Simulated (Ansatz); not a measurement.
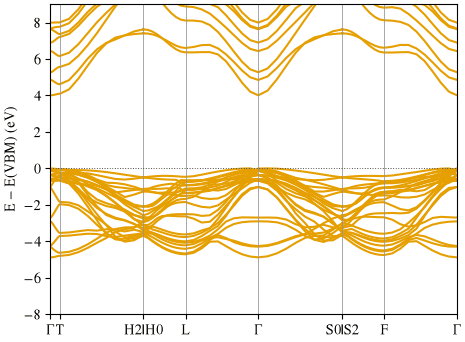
Figure: Band structure from PBEsol (plane waves, PAW; program Ansatz)

Question: Read off the gap and where the band edges lie.

Answer: About 4.0 eV (4.01 eV by a search for the band edges); maximum on the Γ–S0 line, 12 % of the way from Γ, minimum at Γ.

The material is MgO in space group R-3m (No. 166; Pearson symbol hR16).

The first step of the workflow began from a Materials Project structure, measured or hypothetical; the Crystallography Open Database copy checked does not list it. It is not the phase usual at ambient conditions (space group No. 225). The PBEsol relaxation kept the symmetry of its start; whether a distortion lowers the energy is not shown.

Potentials: the later of the program's two PAW sets.
